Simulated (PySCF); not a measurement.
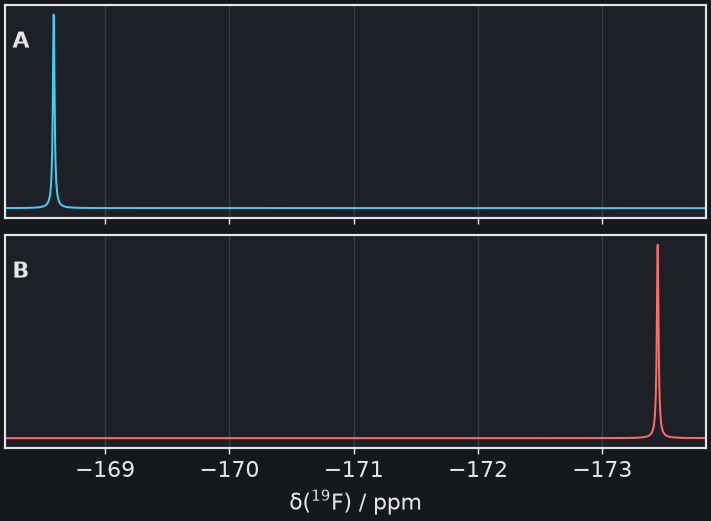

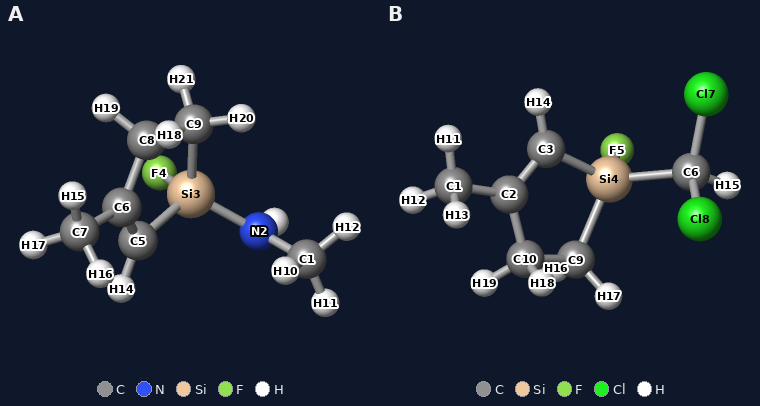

Related molecules: A is C₆H₁₂FNSi, SMILES CN[Si@@]1(F)C=C(C)CC1; B is C₆H₉Cl₂FSi, SMILES CC1=C[Si@@](F)(C(Cl)Cl)CC1. GIAO ¹⁹F shifts against CFCl₃ (¹⁹F: this reference is a hard case for the method, so all values can be off together by tens of ppm, and differences between signals are safer), PBE0/pcSseg-1 with PySCF 2.14.0, at a GFN2-xTB geometry (no frequency check); fully decoupled, line heights follow the number of nuclei within a panel, widths are arbitrary (no quadrupolar broadening); values of one conformer, averaged over methyl-type rotors and exact or near symmetry; other conformers aren't averaged in.

> How does the ¹⁹F shift respond?

From A (−168.6 ppm) to B (−173.4 ppm) the nucleus is shielded by 4.9 ppm.

Limits of at least one run: the tight-binding geometry is rougher than a DFT one and adds to the error.
